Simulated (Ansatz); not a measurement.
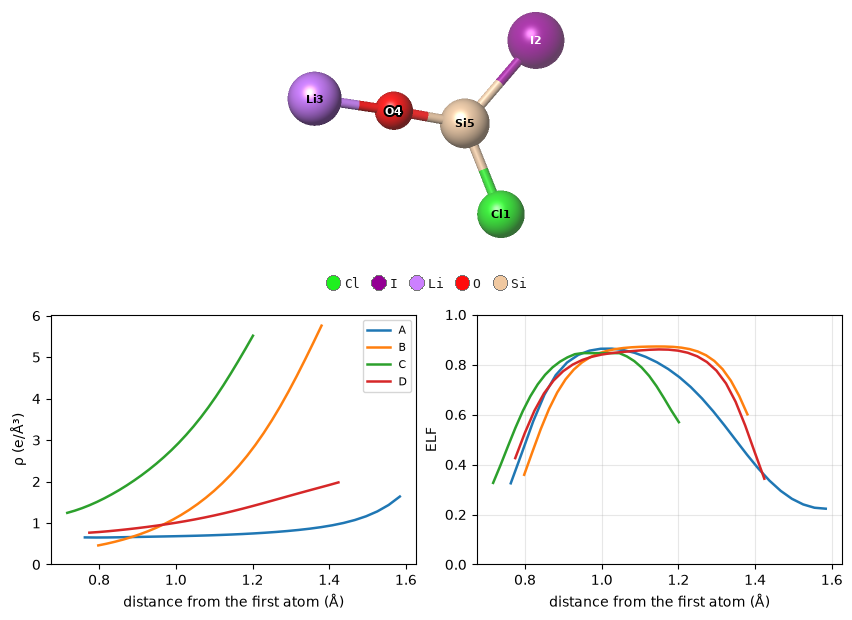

The picture shows: ClILiOSi (SMILES [Li][O][Si+](Cl)I) (charge +1). Electron density and electron localisation function along straight lines between neighbouring atoms. The curves leave out the atomic cores. The structure is drawn too.

Geometry: PBE0-D3(BJ)/def2-SVP; core potentials replace the inner electrons of I.

Computed with isolated molecule in a Gaussian basis; Kohn-Sham density functional theory, functional PBE0 in Ansatz.

```
atom    x (Å)    y (Å)    z (Å)
  Cl  -0.1563  -3.3700   0.5340
   I   2.2066  -0.6834  -0.3609
  Li  -2.5442   0.5674   0.5238
   O  -1.1653  -0.4558   0.3577
  Si   0.0503  -1.4072   0.2181
```

> Which curve belongs to which contact (Li–O, Si–Cl, Si–I and Si–O)? The first atom named is at distance zero.

Curve A: Si–I (2.35 Å): ρ is about 0.73 e/Å³ halfway, with its minimum of 0.65 e/Å³ about 0.8 Å from Si; the ELF peaks at about 0.85 between the atoms: a covalent bond. Curve B: Li–O (1.73 Å): ρ at the midpoint is about 0.6 e/Å³; the ELF peaks at about 0.85 in the valence shell of O, 0.6 Å from its nucleus, and falls to about 0.20 next to Li; a largely ionic contact. Curve C: Si–O (1.55 Å): ρ at the midpoint is about 1.4 e/Å³; the ELF peaks at about 0.85 between the atoms; a short, strongly polar bond. Curve D: Si–Cl (2.00 Å): the density is about 1 e/Å³ at the midpoint; the ELF peaks at about 0.85 between the atoms; a shared but strongly polarised pair.
